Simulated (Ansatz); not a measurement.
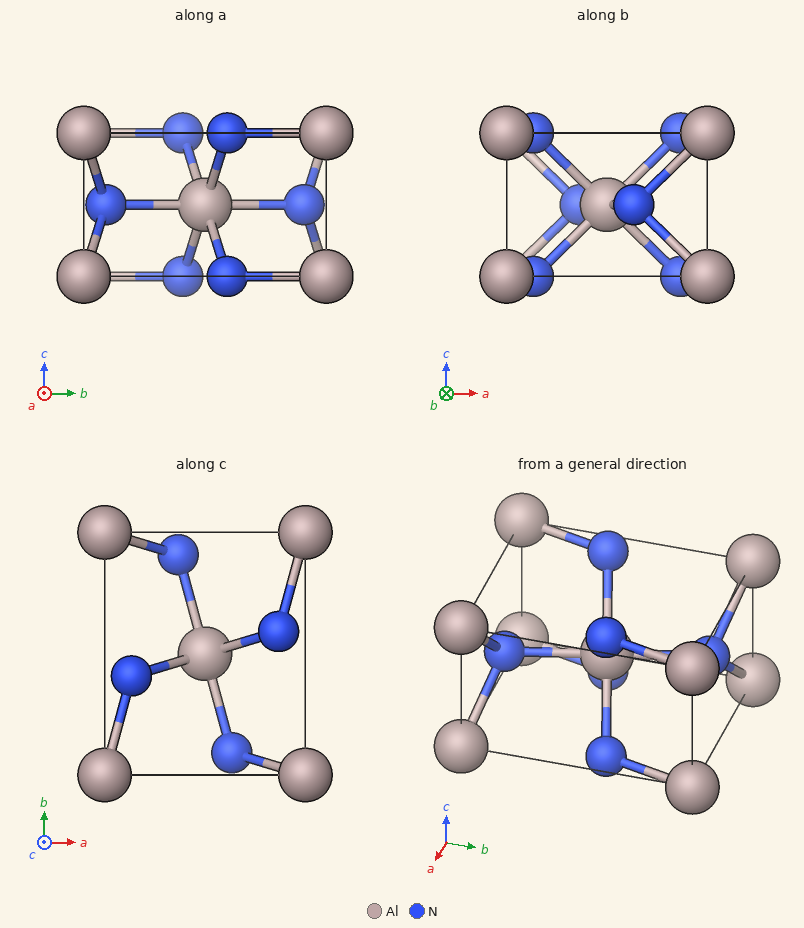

The crystal in a ball-and-stick representation, seen along the a axis, along the b axis, along the c axis and from a general direction. The edges of the conventional unit cell are marked.

Bond cut-offs: Al–N up to 2.50 Å, N–N up to 1.65 Å (cut-off distances).

**Read off the composition.**

AlN$_{2}$. The cell holds 2 Al, 4 N, counting shared atoms by their share.

**What lattice type does the structure have?**

Primitive orthorhombic.

**Determine the space group.**

Pnnm (No. 58), with Al on 2a and N on 4g.

**What is Al bonded to?**

Six N in an octahedral arrangement.

**In how many dimensions do the bonds extend?**

The bonds build a three-dimensional framework.

The initial geometry was a textbook structure type filled with these elements (whether it is the usual form wasn't checked). Earlier steps of the study may have refined or changed the cell and positions. It went into a calculation with Ansatz.
